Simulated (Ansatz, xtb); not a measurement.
# Loss of CH3F: C3H5F → C2H2 + CH3F

Species: C3H5F `C=CCF`, singlet; C2H2 (acetylene) `C#C`, singlet; CH3F (fluoromethane) `CF`, singlet. 

Shapes, held fixed at every level: PBE0-D4/def2-TZVP. Flexible molecules stand in one conformer, not always the lowest. Programs: Ansatz 0.2.0, xtb 6.7.1. Electronic energies: no zero-point or thermal term.

```tsv
level	kind	ΔE (kJ/mol)	less CCSD(T)/CBS estimate
GFN0-xTB	semi-empirical	+65.0	-99.4
HF/def2-TZVPP	Hartree–Fock	+152.0	-12.4
r2SCAN-D4/def2-TZVPP	meta-GGA	+183.9	+19.5
PBE0-D4/def2-TZVPP	global hybrid	+192.9	+28.5
wB97M-V/def2-TZVPP	range-separated hybrid	+173.2	+8.8
wB97X-V/def2-TZVPP	range-separated hybrid	+182.0	+17.6
CCSD(T)/def2-TZVPP	coupled cluster or CI	+164.5	+0.1
CCSD(T)/CBS estimate	coupled cluster or CI	+164.4	0.0
```

The highest level, CCSD(T)/CBS estimate, gives ΔE = +164.4 kJ/mol; the levels span +65.0 to +192.9. GFN0-xTB strays far from the other rows. The column of differences is taken from that level and isn't an error. No measured value is set beside it here. The CBS estimate extrapolates MP2 from def2-TZVPP and def2-QZVPP and adds CCSD(T) − MP2 in the triple-zeta set, cores frozen.

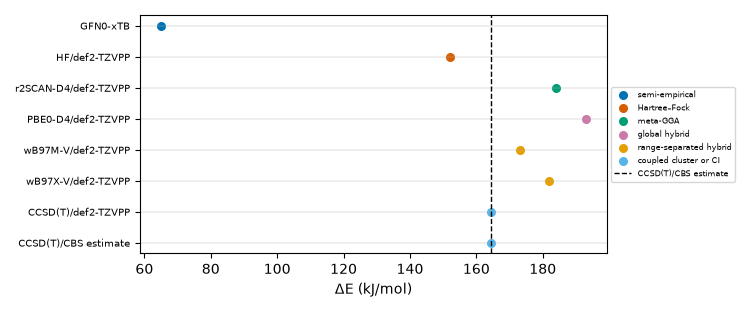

The values of the table, level by level.
